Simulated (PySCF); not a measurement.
SiH$_{6}$Se: several calculations on one system

## 1. Relaxation

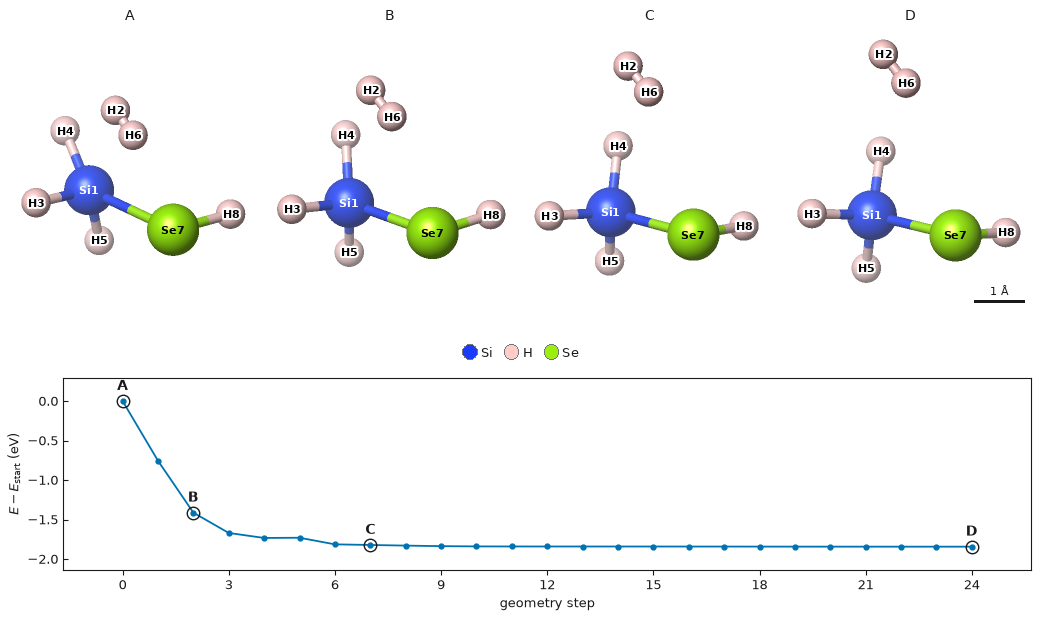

Frames of a relaxation of SiH6Se (started from a transition state, displaced along its imaginary mode), marked on the history of the run. A ball-and-stick model, seen at a tilt.

Level of theory: RKS PBE0-D4/def2-TZVP, density fitting in PySCF. 

**Describe the path.**

After 24 geometry steps the energy has fallen by 1.844 eV. The atom that moves furthest after the best rigid fit is H2 (1.45 Å). Largest moves by element: H 1.45 Å, Si 0.54 Å, Se 0.35 Å. Among the contacts that change: Si1–H2 1.958 → 3.823 Å, Si1–H6 1.904 → 3.430 Å, H6–Se7 2.124 → 3.309 Å, Si1–Se7 2.497 → 2.281 Å. Among the angles between lasting bonds that change: H4–Si1–Se7 143.9° → 111.3°, H3–Si1–Se7 91.5° → 104.7°, H5–Si1–Se7 98.7° → 111.4°. The run took 2 min on 4 threads of Arm Neoverse V2, on a shared host. From step 0 to 2: H atoms move most (0.46 Å), energy −1.413 eV. From step 2 to 7: H atoms move most (0.58 Å), energy −0.409 eV. From step 7 to 24: H2 moves most (0.44 Å), energy −0.021 eV.

| step | E − E(0), eV |
| --- | --- |
| 0 | 0.0000 |
| 1 | -0.7560 |
| 2 | -1.4134 |
| 3 | -1.6703 |
| 4 | -1.7336 |
| 5 | -1.7309 |
| 6 | -1.8144 |
| 7 | -1.8225 |
| 8 | -1.8304 |
| 9 | -1.8375 |
| 10 | -1.8405 |
| 11 | -1.8414 |
| 12 | -1.8416 |
| 13 | -1.8418 |
| 14 | -1.8419 |
| 15 | -1.8421 |
| 16 | -1.8423 |
| 17 | -1.8426 |
| 18 | -1.8430 |
| 19 | -1.8434 |
| 20 | -1.8437 |
| 21 | -1.8437 |
| 22 | -1.8439 |
| 23 | -1.8439 |
| 24 | -1.8439 |

## 2. Relaxation

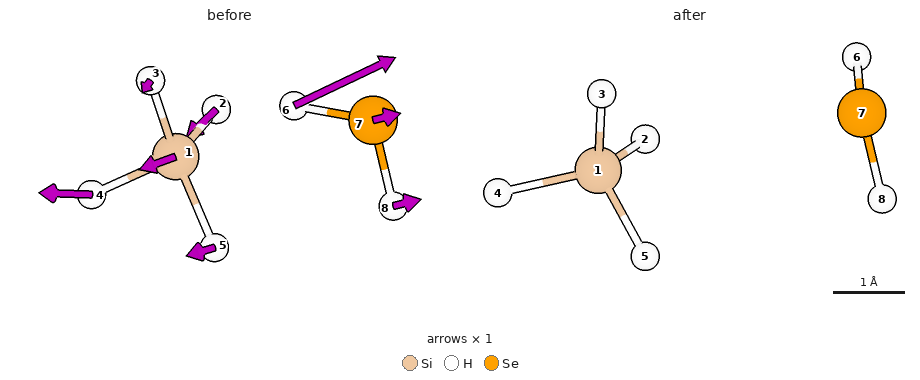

The structure of SiH6Se (started from a transition state, displaced along its imaginary mode) before (left) and after (right) a relaxation, at one scale. The purple arrows give the displacements, at their true length.

The picture is a ball-and-stick view, seen face on.

Level of theory: RKS PBE0-D4/def2-TZVP, density fitting in PySCF. 

Question: Summarise the run.

Answer: The atom that moves furthest after the best rigid fit is H6 (1.61 Å). Largest moves by element: H 1.61 Å, Si 0.57 Å, Se 0.43 Å. Some distances before and after: Si1–H6 1.924 → 4.035 Å, Si1–Se7 2.881 → 3.879 Å, H6–Se7 1.575 → 1.467 Å, Si1–H5 1.534 → 1.484 Å. Bond angles that change, for instance: H2–Si1–H4 93.2° → 108.8°, H2–Si1–H5 124.6° → 109.8°, H6–Se7–H8 83.3° → 91.2°. After 34 geometry steps the energy has fallen by 1.319 eV. Cost: 2.8 min on 4 threads of Arm Neoverse V2 (shared host).

## 3. Reaction

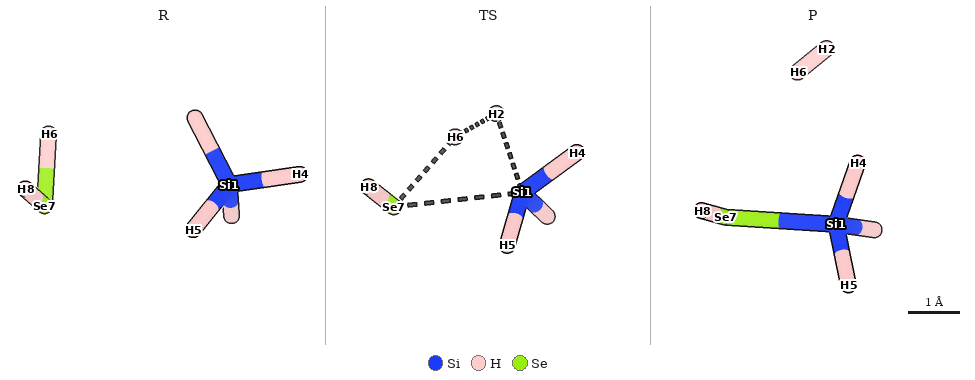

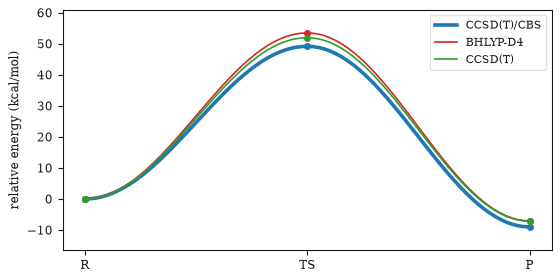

A reaction step of SiH$_{6}$Se, with its energy diagram. Style: stick. Shown from a free direction. Dashed sticks mark bonds that form or break.

Stationary points at PBE0-D4/def2-TZVP, single-point energies with CCSD(T)/CBS, BHLYP-D4, CCSD(T) (def2-TZVPP where no basis is named; PySCF 2.14.0). The energies are electronic, without zero-point or thermal terms, and both ends are the minima reached downhill from the saddle, with any fragments still in contact. CCSD(T)/CBS stands for a frozen-core estimate: MP2 correlation extrapolated from def2-TZVPP and def2-QZVPP, CCSD(T) minus MP2 from the smaller set.

Q: Describe the step and its energetics.

A: Counted by bonded pieces, R holds H₂Se + SiH₄ and P holds H₂ + SiH₄Se. From R over the saddle to P, bonds form: Se–Si (3.88 → 2.69 → 2.28 Å), H–H (3.28 → 0.96 → 0.75 Å). Bonds break: H–Si (1.48 → 1.70 → 3.82 Å), H–Se (1.47 → 1.85 → 3.31 Å). The saddle has one imaginary mode, 1195i cm⁻¹. With CCSD(T)/CBS the barrier is 49.2 kcal/mol from R and 58.2 kcal/mol from P, and P lies 9.0 kcal/mol below R.

```tsv
level	barrier from R (kcal/mol)	barrier from P (kcal/mol)	P less R (kcal/mol)
CCSD(T)/CBS	49.2	58.2	−9.0
BHLYP-D4	53.5	60.5	−7.0
CCSD(T)	52.0	59.1	−7.1
```

Against CCSD(T)/CBS, CCSD(T) comes closest on the barrier from R (+2.8 kcal/mol) and BHLYP-D4 misses most (+4.3 kcal/mol).

Limits of the set-up: the start holds two separate molecules, 3.3 Å apart at their closest, whose relative position is a soft coordinate.

## 4. Reaction

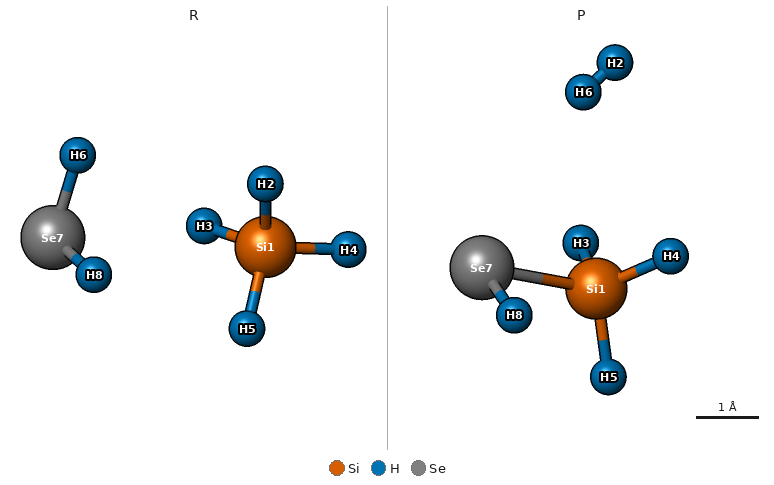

Reactant (R) and product (P) of one elementary step of SiH6Se. Style: ball-and-stick. Shown from a free direction.

Stationary points at PBE0-D4/def2-TZVP, single-point energies with wB97M-V (def2-TZVPP where no basis is named; PySCF 2.14.0). The energies are electronic, without zero-point or thermal terms, and both ends are the minima reached downhill from the saddle, with any fragments still in contact.

R:
```xyz
8

Si   -0.4908   -0.7327   -1.1432
H    -0.8698   -1.1666    0.2250
H     0.9662   -0.9213   -1.3497
H    -1.2334   -1.5602   -2.1315
H    -0.8544    0.6930   -1.3382
H     1.0760    0.2891    2.4318
Se    1.3588    1.4003    1.5166
H     0.0474    1.9984    1.7893
```

P:
```xyz
8

Si   -0.0265    0.3265   -1.0105
H    -0.0241   -2.4329    1.6350
H     1.0382   -0.6142   -1.4342
H    -1.2623   -0.4204   -0.6693
H    -0.3222    1.2850   -2.1043
H     0.1512   -1.7139    1.7407
Se    0.8323    1.3890    0.8155
H    -0.3865    2.1809    1.0274
```

Predict the saddle point between them and the barrier.

Answer. Counted by bonded pieces, R holds H₂Se + SiH₄ and P holds H₂ + SiH₄Se. From R over the saddle to P, bonds form: Si1–Se7 (3.88 → 2.69 → 2.28 Å), H2–H6 (3.28 → 0.96 → 0.75 Å). Bonds break: Si1–H2 (1.48 → 1.70 → 3.82 Å), H6–Se7 (1.47 → 1.85 → 3.31 Å). The saddle has one imaginary mode, 1195i cm⁻¹. With wB97M-V the barrier is 50.0 kcal/mol from R and 57.7 kcal/mol from P, and P lies 7.7 kcal/mol below R.

Saddle geometry:

```xyz
8

Si   -0.1484   -0.3047   -0.7395
H    -0.3100   -1.1576    0.7272
H     1.1418   -0.8568   -1.1962
H    -1.2560   -1.2301   -1.1455
H    -0.5719    0.9796   -1.3548
H     0.2073   -0.4246    1.0741
Se    1.1029    1.1901    1.1101
H    -0.1658    1.8041    1.5247
```

The saddle point in the same view, with dashed sticks for the bonds that form or break:

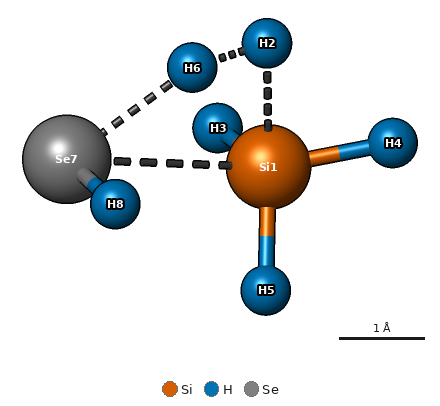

Limits of the set-up: the start holds two separate molecules, 3.3 Å apart at their closest, whose relative position is a soft coordinate.
